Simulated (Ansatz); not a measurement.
The starting structures come from a database of crystals and need not be the phases stable at ambient conditions.

 Where the default PAW files enter, the runs use the earlier of Ansatz's two default sets.

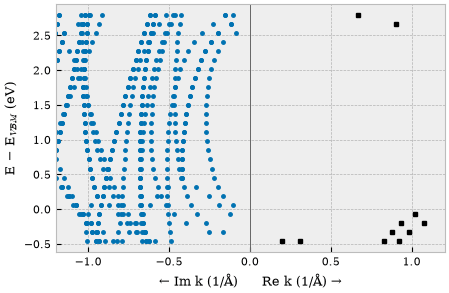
Complex bands at the centre of the two-dimensional zone; Ansatz (a program for electronic structure) with r2SCAN

The gap is the functional's own, uncorrected, and κ follows it; spin-orbit coupling is left out. Mid-gap values are interpolated between the computed energies.

Question: This is ScCuO2 (P6_3/mmc, not sure to be the ambient phase, 8 atoms a cell, 12.8 Å³ an atom) along the normal of (100). Read off the slowest decay at the centre of the two-dimensional zone at 1.24 eV, the computed energy nearest the middle of the gap.

Answer: κ ≈ 0.27 1/Å, a decay length 1/(2κ) of the density of 1.8 Å.
